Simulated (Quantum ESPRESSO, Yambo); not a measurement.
# Beyond one shot: KF (Carobbiite), part 2 of 2

Aim: iterate the self-energy on KF (Carobbiite) and follow the gap from cycle to cycle.

Quantum ESPRESSO 7.5 and Yambo 5.3.0; PBE and many-body steps on it, plane waves. Known limits of the many-body steps: not at the basis limit; coarse k mesh.

So far. Step 5 (evGW0, cycle 1): Against G0W0 in Yambo (4×4×4 mesh, 167 bands, screening to 210.9 eV, Godby-Needs plasmon pole), the gap moves by +0.244 eV. Step 6 (evGW0, cycle 2): Against the cycle before, the gap moves by +0.016 eV.

### 7. evGW0, cycle 3

Level of this step: evGW0 on PBE, plane waves, norm-conserving pseudopotentials (Yambo).

Input file gw5.in:

```
HF_and_locXC
gw0
dyson
ppa
em1d
rim_cut
RandQpts= 1000000
RandGvec= 1 RL
EXXRLvcs= 72 Ry
VXCRLvcs= 288 Ry
Chimod= "HARTREE"
% BndsRnXp
 1 | 167 |
%
NGsBlkXp= 15.5 Ry
% LongDrXp
 1 | 1 | 1 |
%
% GbndRnge
 1 | 167 |
%
DysSolver= "n"
ExtendOut
PPAPntXp= 27.21138 eV
% QPkrange
 1 | 8 | 3 | 12 |
%
GfnQPdb= "E < ./gw4_fix/ndb.QP"
```

On the command line:

```console
OMP_NUM_THREADS=1 mpirun -n 8 yambo -F gw5.in -J gw5,gw1_W -C gw5 > gw5.log
```

Output:

```text
 Yambo, version 5.3.0

 [02] CORE Variables Setup
 =========================

  [... cell, symmetries and grids as in the set-up ...]

  [02.05] Energies & Occupations
  ==============================

  [X] === General ===
  [X] Electronic Temperature                        :  0.000000  0.000000 [eV K]
  [X] Bosonic    Temperature                        :  0.000000  0.000000 [eV K]
  [X] Finite Temperature mode                       : no
  [X] El. density                                   :  0.41942E+24 [cm-3]
[...]
Sx RL components                                 :  2733

   QP @ state[ 1 ] K range                          :   1   8
   QP @ state[ 1 ] b range                          :   3  12
   GF energies kind                                 : Perdew, Burke & Ernzerhof(X)+Perdew, Burke & Ernzerhof(C)+ E < ./gw2/ndb.QP + @E Fit+ E < ./gw3_fix/
   GF WF`s kind                                     : Perdew, Burke & Ernzerhof(X)+Perdew, Burke & Ernzerhof(C)
   Xs energies kind                                 : Perdew, Burke & Ernzerhof(X)+Perdew, Burke & Ernzerhof(C)
   Xs WF`s kind                                     : Perdew, Burke & Ernzerhof(X)+Perdew, Burke & Ernzerhof(C)

 [13] Game Over & Game summary
```

The job ended after 6.5 min (8 MPI ranks of Arm Neoverse V1, shared host; peak memory 2.8 GiB).

This step gave:

* quasiparticle gap on the mesh: 9.872 eV
* gap of the density functional on the mesh: 6.199 eV
* k of the valence top: 0, 0, 0
* k of the conduction bottom: 0, 0, 0
* least direct quasiparticle gap on the computed points: 9.872 eV

Against the cycle before, the gap moves by +0.001 eV.

The program's own table gives 10.162 eV, which is too large where the input levels are shifted: this version takes Σc at the unshifted level E₀, yet steps from the shifted one. The value above is the Newton step from E₀, E₀ + Z(Σc + Σx − Vxc), rebuilt from the printed columns.

### 8. evGW, cycle 1

This step: evGW on PBE, plane waves, norm-conserving pseudopotentials.

gw6.in, as its differences from gw5.in of step 7:

```diff
@@ -27,2 +27,3 @@
 %
-GfnQPdb= "E < ./gw4_fix/ndb.QP"
+GfnQPdb= "E < ./gw2/ndb.QP"
+XfnQPdb= "E < ./gw2/ndb.QP"
```

On the command line:

```console
OMP_NUM_THREADS=1 mpirun -n 8 yambo -F gw6.in -J gw6 -C gw6 > gw6.log
```

Output:

```text
 Yambo, version 5.3.0

 [02] CORE Variables Setup
 =========================

  [... cell, symmetries and grids as in the set-up ...]

  [02.05] Energies & Occupations
  ==============================

  [X] === General ===
  [X] Electronic Temperature                        :  0.000000  0.000000 [eV K]
  [X] Bosonic    Temperature                        :  0.000000  0.000000 [eV K]
  [X] Finite Temperature mode                       : no
  [X] El. density                                   :  0.41942E+24 [cm-3]
[...]
Sx RL components                                 :  2733

   QP @ state[ 1 ] K range                          :   1   8
   QP @ state[ 1 ] b range                          :   3  12
   GF energies kind                                 : Perdew, Burke & Ernzerhof(X)+Perdew, Burke & Ernzerhof(C)+ E < ./gw2/ndb.QP + @E Fit
   GF WF`s kind                                     : Perdew, Burke & Ernzerhof(X)+Perdew, Burke & Ernzerhof(C)
   Xs energies kind                                 : Perdew, Burke & Ernzerhof(X)+Perdew, Burke & Ernzerhof(C)
   Xs WF`s kind                                     : Perdew, Burke & Ernzerhof(X)+Perdew, Burke & Ernzerhof(C)

 [15] Game Over & Game summary
```

Wall time 7 min (8 MPI ranks); peak memory 3 GiB.

Numbers from this step:

- quasiparticle gap on the mesh: 10.85 eV
- gap of the density functional on the mesh: 6.199 eV
- k of the valence top: 0, 0, 0
- k of the conduction bottom: 0, 0, 0
- least direct quasiparticle gap on the computed points: 10.85 eV

Against G0W0 in Yambo (4×4×4 mesh, 167 bands, screening to 210.9 eV, Godby-Needs plasmon pole), the gap moves by +1.242 eV.

The program's own table gives 11.064 eV, which is too large where the input levels are shifted: this version takes Σc at the unshifted level E₀, yet steps from the shifted one. The value above is the Newton step from E₀, E₀ + Z(Σc + Σx − Vxc), rebuilt from the printed columns.

### 9. evGW, cycle 2

gw7.in, as its differences from gw6.in of step 8:

```diff
@@ -27,3 +27,3 @@
 %
-GfnQPdb= "E < ./gw2/ndb.QP"
-XfnQPdb= "E < ./gw2/ndb.QP"
+GfnQPdb= "E < ./gw6_fix/ndb.QP"
+XfnQPdb= "E < ./gw6_fix/ndb.QP"
```

On the command line:

```console
OMP_NUM_THREADS=1 mpirun -n 8 yambo -F gw7.in -J gw7 -C gw7 > gw7.log
```

Output:

```text
 Yambo, version 5.3.0

 [02] CORE Variables Setup
 =========================

  [... cell, symmetries and grids as in the set-up ...]

  [02.05] Energies & Occupations
  ==============================

  [X] === General ===
  [X] Electronic Temperature                        :  0.000000  0.000000 [eV K]
  [X] Bosonic    Temperature                        :  0.000000  0.000000 [eV K]
  [X] Finite Temperature mode                       : no
  [X] El. density                                   :  0.41942E+24 [cm-3]
[...]
Sx RL components                                 :  2733

   QP @ state[ 1 ] K range                          :   1   8
   QP @ state[ 1 ] b range                          :   3  12
   GF energies kind                                 : Perdew, Burke & Ernzerhof(X)+Perdew, Burke & Ernzerhof(C)+ E < ./gw2/ndb.QP + @E Fit+ E < ./gw6_fix/
   GF WF`s kind                                     : Perdew, Burke & Ernzerhof(X)+Perdew, Burke & Ernzerhof(C)
   Xs energies kind                                 : Perdew, Burke & Ernzerhof(X)+Perdew, Burke & Ernzerhof(C)
   Xs WF`s kind                                     : Perdew, Burke & Ernzerhof(X)+Perdew, Burke & Ernzerhof(C)

 [15] Game Over & Game summary
```

Elapsed: 7 min, on 8 MPI ranks; peak memory 3 GiB.

Numbers from this step:

| Item | Value |
| --- | --- |
| quasiparticle gap on the mesh | 11.15 eV |
| gap of the density functional on the mesh | 6.199 eV |
| k of the valence top | 0, 0, 0 |
| k of the conduction bottom | 0, 0, 0 |
| least direct quasiparticle gap on the computed points | 11.15 eV |

Against the cycle before, the gap moves by +0.297 eV.

The program's own table gives 11.405 eV, which is too large where the input levels are shifted: this version takes Σc at the unshifted level E₀, yet steps from the shifted one. The value above is the Newton step from E₀, E₀ + Z(Σc + Σx − Vxc), rebuilt from the printed columns.

### 10. evGW, cycle 3

gw8.in, as its differences from gw7.in of step 9:

```diff
@@ -27,3 +27,3 @@
 %
-GfnQPdb= "E < ./gw6_fix/ndb.QP"
-XfnQPdb= "E < ./gw6_fix/ndb.QP"
+GfnQPdb= "E < ./gw7_fix/ndb.QP"
+XfnQPdb= "E < ./gw7_fix/ndb.QP"
```

On the command line:

```console
OMP_NUM_THREADS=1 mpirun -n 8 yambo -F gw8.in -J gw8 -C gw8 > gw8.log
```

Output:

```text
 Yambo, version 5.3.0

 [02] CORE Variables Setup
 =========================

  [... cell, symmetries and grids as in the set-up ...]

  [02.05] Energies & Occupations
  ==============================

  [X] === General ===
  [X] Electronic Temperature                        :  0.000000  0.000000 [eV K]
  [X] Bosonic    Temperature                        :  0.000000  0.000000 [eV K]
  [X] Finite Temperature mode                       : no
  [X] El. density                                   :  0.41942E+24 [cm-3]
[...]
Sx RL components                                 :  2733

   QP @ state[ 1 ] K range                          :   1   8
   QP @ state[ 1 ] b range                          :   3  12
   GF energies kind                                 : Perdew, Burke & Ernzerhof(X)+Perdew, Burke & Ernzerhof(C)+ E < ./gw2/ndb.QP + @E Fit+ E < ./gw6_fix/
   GF WF`s kind                                     : Perdew, Burke & Ernzerhof(X)+Perdew, Burke & Ernzerhof(C)
   Xs energies kind                                 : Perdew, Burke & Ernzerhof(X)+Perdew, Burke & Ernzerhof(C)
   Xs WF`s kind                                     : Perdew, Burke & Ernzerhof(X)+Perdew, Burke & Ernzerhof(C)

 [15] Game Over & Game summary
```

Wall time 7 min (8 MPI ranks); peak memory 3 GiB; 56 min of CPU time.

This step gave:

| Item | Value |
| --- | --- |
| quasiparticle gap on the mesh | 11.21 eV |
| gap of the density functional on the mesh | 6.199 eV |
| k of the valence top | 0, 0, 0 |
| k of the conduction bottom | 0, 0, 0 |
| least direct quasiparticle gap on the computed points | 11.21 eV |

Against the cycle before, the gap moves by +0.060 eV.

The program's own table gives 11.474 eV, which is too large where the input levels are shifted: this version takes Σc at the unshifted level E₀, yet steps from the shifted one. The value above is the Newton step from E₀, E₀ + Z(Σc + Σx − Vxc), rebuilt from the printed columns.

### 11. evGW, cycle 4

gw9.in, as its differences from gw8.in of step 10:

```diff
@@ -27,3 +27,3 @@
 %
-GfnQPdb= "E < ./gw7_fix/ndb.QP"
-XfnQPdb= "E < ./gw7_fix/ndb.QP"
+GfnQPdb= "E < ./gw8_fix/ndb.QP"
+XfnQPdb= "E < ./gw8_fix/ndb.QP"
```

On the command line:

```console
OMP_NUM_THREADS=1 mpirun -n 8 yambo -F gw9.in -J gw9 -C gw9 > gw9.log
```

Output:

```text
 Yambo, version 5.3.0

 [02] CORE Variables Setup
 =========================

  [... cell, symmetries and grids as in the set-up ...]

  [02.05] Energies & Occupations
  ==============================

  [X] === General ===
  [X] Electronic Temperature                        :  0.000000  0.000000 [eV K]
  [X] Bosonic    Temperature                        :  0.000000  0.000000 [eV K]
  [X] Finite Temperature mode                       : no
  [X] El. density                                   :  0.41942E+24 [cm-3]
[...]
Sx RL components                                 :  2733

   QP @ state[ 1 ] K range                          :   1   8
   QP @ state[ 1 ] b range                          :   3  12
   GF energies kind                                 : Perdew, Burke & Ernzerhof(X)+Perdew, Burke & Ernzerhof(C)+ E < ./gw2/ndb.QP + @E Fit+ E < ./gw6_fix/
   GF WF`s kind                                     : Perdew, Burke & Ernzerhof(X)+Perdew, Burke & Ernzerhof(C)
   Xs energies kind                                 : Perdew, Burke & Ernzerhof(X)+Perdew, Burke & Ernzerhof(C)
   Xs WF`s kind                                     : Perdew, Burke & Ernzerhof(X)+Perdew, Burke & Ernzerhof(C)

 [15] Game Over & Game summary
```

Wall time 6.9 min (8 MPI ranks); peak memory 3 GiB.

Numbers from this step:

| Property | Result |
| --- | --- |
| quasiparticle gap on the mesh | 11.22 eV |
| gap of the density functional on the mesh | 6.199 eV |
| k of the valence top | 0, 0, 0 |
| k of the conduction bottom | 0, 0, 0 |
| least direct quasiparticle gap on the computed points | 11.22 eV |

Against the cycle before, the gap moves by +0.011 eV.

The program's own table gives 11.487 eV, which is too large where the input levels are shifted: this version takes Σc at the unshifted level E₀, yet steps from the shifted one. The value above is the Newton step from E₀, E₀ + Z(Σc + Σx − Vxc), rebuilt from the printed columns.

### 12. evGW, cycle 5

gw10.in, as its differences from gw9.in of step 11:

```diff
@@ -27,3 +27,3 @@
 %
-GfnQPdb= "E < ./gw8_fix/ndb.QP"
-XfnQPdb= "E < ./gw8_fix/ndb.QP"
+GfnQPdb= "E < ./gw9_fix/ndb.QP"
+XfnQPdb= "E < ./gw9_fix/ndb.QP"
```

On the command line:

```console
OMP_NUM_THREADS=1 mpirun -n 8 yambo -F gw10.in -J gw10 -C gw10 > gw10.log
```

Output:

```text
 Yambo, version 5.3.0

 [02] CORE Variables Setup
 =========================

  [... cell, symmetries and grids as in the set-up ...]

  [02.05] Energies & Occupations
  ==============================

  [X] === General ===
  [X] Electronic Temperature                        :  0.000000  0.000000 [eV K]
  [X] Bosonic    Temperature                        :  0.000000  0.000000 [eV K]
  [X] Finite Temperature mode                       : no
  [X] El. density                                   :  0.41942E+24 [cm-3]
[...]
Sx RL components                                 :  2733

   QP @ state[ 1 ] K range                          :   1   8
   QP @ state[ 1 ] b range                          :   3  12
   GF energies kind                                 : Perdew, Burke & Ernzerhof(X)+Perdew, Burke & Ernzerhof(C)+ E < ./gw2/ndb.QP + @E Fit+ E < ./gw6_fix/
   GF WF`s kind                                     : Perdew, Burke & Ernzerhof(X)+Perdew, Burke & Ernzerhof(C)
   Xs energies kind                                 : Perdew, Burke & Ernzerhof(X)+Perdew, Burke & Ernzerhof(C)
   Xs WF`s kind                                     : Perdew, Burke & Ernzerhof(X)+Perdew, Burke & Ernzerhof(C)

 [15] Game Over & Game summary
```

The job ended after 6.9 min (8 MPI ranks; peak memory 3 GiB).

This step gave:

| Item | Value |
| --- | --- |
| quasiparticle gap on the mesh | 11.22 eV |
| gap of the density functional on the mesh | 6.199 eV |
| k of the valence top | 0, 0, 0 |
| k of the conduction bottom | 0, 0, 0 |
| least direct quasiparticle gap on the computed points | 11.22 eV |

Against the cycle before, the gap moves by +0.002 eV.

The program's own table gives 11.489 eV, which is too large where the input levels are shifted: this version takes Σc at the unshifted level E₀, yet steps from the shifted one. The value above is the Newton step from E₀, E₀ + Z(Σc + Σx − Vxc), rebuilt from the printed columns.

### 13. The runs together

Times are wall times on 8 MPI ranks of Arm Neoverse V1, shared host, good to a factor of about two.

```csv
run,mesh,bands,screening cutoff (eV),DFT gap (eV),gap on the mesh (eV),direct (eV),time
G0W0,4×4×4,167,210.9,6.199,9.611,9.611,50 s
"evGW0, cycle 1",4×4×4,167,210.9,6.199,9.855,9.855,6.5 min
"evGW0, cycle 2",4×4×4,167,210.9,6.199,9.871,9.871,6.5 min
"evGW0, cycle 3",4×4×4,167,210.9,6.199,9.872,9.872,6.5 min
"evGW, cycle 1",4×4×4,167,210.9,6.199,10.853,10.853,7 min
"evGW, cycle 2",4×4×4,167,210.9,6.199,11.150,11.150,7 min
"evGW, cycle 3",4×4×4,167,210.9,6.199,11.210,11.210,7 min
"evGW, cycle 4",4×4×4,167,210.9,6.199,11.221,11.221,6.9 min
"evGW, cycle 5",4×4×4,167,210.9,6.199,11.223,11.223,6.9 min
```

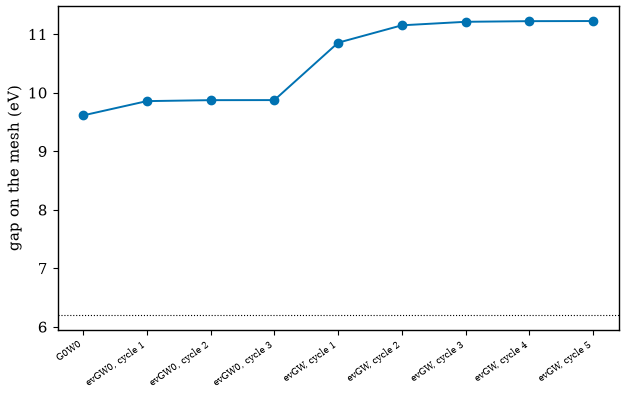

The gap through the cycles; the dotted line is the starting gap.

### 14. Results

| Quantity | Value |
| --- | --- |
| G0W0 | 9.611 eV |
| evGW0, cycle 1 | 9.855 eV |
| evGW0, cycle 2 | 9.871 eV |
| evGW0, cycle 3 | 9.872 eV |
| evGW, cycle 1 | 10.853 eV |
| evGW, cycle 2 | 11.150 eV |
| evGW, cycle 3 | 11.210 eV |
| evGW, cycle 4 | 11.221 eV |
| evGW, cycle 5 | 11.223 eV |
| known limits | not at the basis limit; coarse k mesh |

What this shows: evGW0 ends at 9.87 eV, +0.26 eV from G0W0, after 3 cycles that took 19 min beside the first screening; the last moved the gap by 0.001 eV. evGW ends at 11.22 eV, +1.61 eV from G0W0, after 5 cycles that took 35 min beside the first screening; the last moved the gap by 0.002 eV. Bands and cutoff are finite, so the gap is not at the basis limit. The miss can reach some tenths of an eV and take either sign; the mesh is an error of its own. The 4×4×4 mesh is coarse for this cell, which bears on the long-range parts of exchange and screening.

[Paths, hosts, dates, memory and timing lines, banners, echoed tables and standing remarks are left out of the program output.]

[Logs are printed without paths, hosts, clocks, repeated set-up lines and the standing remarks that a program may print on its own settings, such as how far it seeks lower states.]

[Runs of the session that timed out or met a known fault of the program may be left out.]

[Hosts, paths, dates, database ids (printed as entryN), source tags and the programs' standing remarks are cut or masked in the printed files.]
